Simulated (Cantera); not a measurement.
Feed: 1 mol SrCl₂, 1.3 mol H₂O, 8.8 mol N₂, held at 0.00230 bar.

Method: chemical equilibrium by Gibbs-energy minimisation in Cantera with the NASA 1993 tables (ideal gas, pure condensed phases). Candidate condensed phases: H₂O, NH₄Cl, Sr, SrCl₂, SrO, Sr(OH)₂; 35 gas species. Mutual solubility and eutectic melting of coexisting phases are not modelled. Condensed phases not in the tables: oxide chlorides. Equilibrium is a limit: real reactors are often held back by kinetics, nucleation or transport.

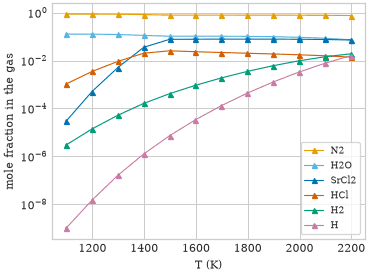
Equilibrium gas composition (values under 1e-9 drawn at 1e-9)

Q: Read off the mole fractions at 1498 K.

A: N₂ about 0.79, H₂O about 0.10, SrCl₂ about 0.077, HCl about 0.026, H₂ about 0.00041, H about 7.3e-6.
